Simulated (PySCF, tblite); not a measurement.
**C₅H₁₄O₂Si₂: geometry, infrared bands and NMR shifts**

Wanted: the infrared bands and NMR shifts of C₅H₁₄O₂Si₂ (`CCO[Si@@H]1CC[Si@@H](O)C1`), by calculation.

The runs use tblite 0.8.0 and PySCF 2.14.0, with density-fitted response routines of our own; the level of theory stands in each step. All values are computed, except where a source is named. Atoms are numbered from 0 throughout.

## Step 1: The starting structure

23 atoms, charge 0, multiplicity 1; geometry from: force field or distance geometry start.

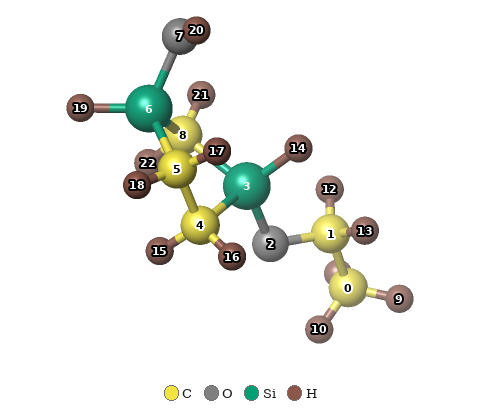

As it starts; carbon yellow, oxygen grey, silicon teal, hydrogen brown, atoms numbered; sticks join atoms by distance.

## Step 2: Geometry optimisation with GFN2-xTB

The job: settings as JSON, then the geometry in Å.

```
{"job": {"kind": "relax", "xc": "GFN2-xTB", "basis": "xTB"}, "charge": 0, "multiplicity": 1}
C      3.974900     0.026400    -0.275400
C      2.557300     0.618800    -0.206700
O      1.635100    -0.404800    -0.016400
Si     0.032500     0.163000     0.069200
C     -0.861500    -0.889000     1.378500
C     -2.296100    -0.370500     1.283500
Si    -2.709300    -0.221800    -0.545000
O     -3.374700     1.306100    -0.912000
C     -1.024400    -0.303400    -1.401500
H      4.701400     0.722600     0.219900
H      3.969600    -0.961000     0.244800
H      4.247300    -0.117000    -1.320700
H      2.335900     1.104200    -1.179200
H      2.492200     1.352000     0.623300
H     -0.071500     1.591100     0.370100
H     -0.819100    -1.962300     1.090500
H     -0.384300    -0.701900     2.352200
H     -2.331800     0.605400     1.779300
H     -2.966200    -1.132700     1.753600
H     -3.577900    -1.320800    -0.942900
H     -3.747400     1.799400    -0.154900
H     -0.966600     0.445600    -2.206300
H     -0.820000    -1.322200    -1.720700
```

Started as:

```sh
$ OMP_NUM_THREADS=1 python probes_run.py task.json out
```

One launch serves the whole session: the jobs run in the order shown.

**Question.** This job is followed by: GFN2-xTB harmonic vibrations, gas phase; GIAO PBE0/pcSseg-1 NMR shielding, non-relativistic, gas phase. What will the session give for the following? strongest single infrared mode (GFN2-xTB); zero-point energy (GFN2-xTB); 13C shifts against TMS (PBE0/pcSseg-1); 1H shifts against TMS (PBE0/pcSseg-1, means over atoms taken as alike); 17O shifts against H2O (PBE0/pcSseg-1); 29Si shifts against TMS (PBE0/pcSseg-1); surface potential, least and greatest.

**Answer**, as computed:

| quantity | value |
| --- | --- |
| strongest single infrared mode (GFN2-xTB) | 2201 cm⁻¹, 431 km/mol |
| zero-point energy (GFN2-xTB) | 114.4 kcal/mol |
| 13C shifts against TMS (PBE0/pcSseg-1) | 62.8, 20.6, 12.9, 11.8, -5.1 ppm |
| 1H shifts against TMS (PBE0/pcSseg-1, means over atoms taken as alike) | 5.41, 5.27, 3.90, 3.85, 1.30, 1.30, 1.09, 1.03, 0.59, 0.30, -0.05, -0.11 ppm |
| 17O shifts against H2O (PBE0/pcSseg-1) | 50.8, 34.6 ppm |
| 29Si shifts against TMS (PBE0/pcSseg-1) | 12.8, 7.5 ppm |
| surface potential, least and greatest | -1.36 V and 2.00 V |

**Reading.** Over 141 steps the energy fell by 0.735 eV; of the close pairs, O2–Si3 changed most, 1.702 to 1.624 Å. No mode is imaginary among the 63: a minimum at this level. The strongest single mode, at 2201 cm⁻¹, moves mainly H19. Unscaled tight-binding wavenumbers are off by several per cent, some by more. Its intensities can rank the bands wrongly. At PBE0/pcSseg-1: The largest span, 113 ppm, is at Si3, where the paramagnetic term is -542 ppm.
